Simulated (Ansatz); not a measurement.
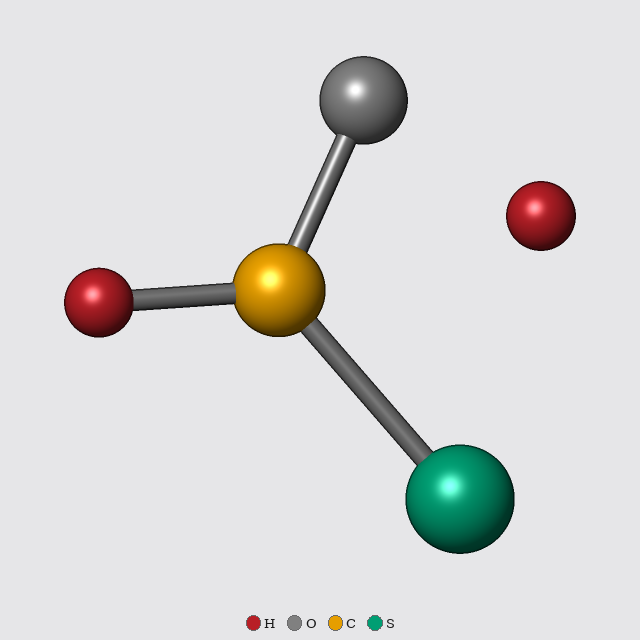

Sticks follow a distance rule. Harmonic vibrations computed with RKS PBE0-D4/def2-SVP (Ansatz 0.2.0) at a stationary point of the same level.

Question: Is this a minimum or a saddle point?

Answer: A first-order saddle point: one imaginary frequency, 1633i cm⁻¹.

Question: List the wavenumbers.

Answer: 9 modes: 1633i, 653, 952, 965, 1146, 1267, 1560, 1817, 3174 cm⁻¹.
